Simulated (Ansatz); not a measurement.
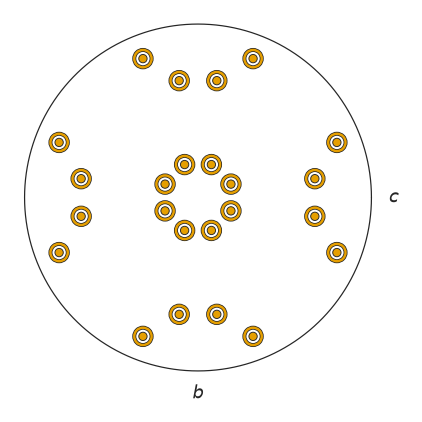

Stereographic projection: filled dots lie in the upper hemisphere, open rings in the lower. The a axis points at the viewer. The poles are all faces of one general form. Computed from the symmetry operations of a computed or model structure of composition Sc3Al2, which need not be its known form.

**Identify the point group and its elements.**

m-3m (Oh), order 48, cubic system: three fourfold axes, four threefold axes, six twofold axes, nine mirror planes, an inversion centre.

**Which physical properties does it allow?**

It is centrosymmetric, so neither piezoelectric nor pyroelectric; it is not chiral.
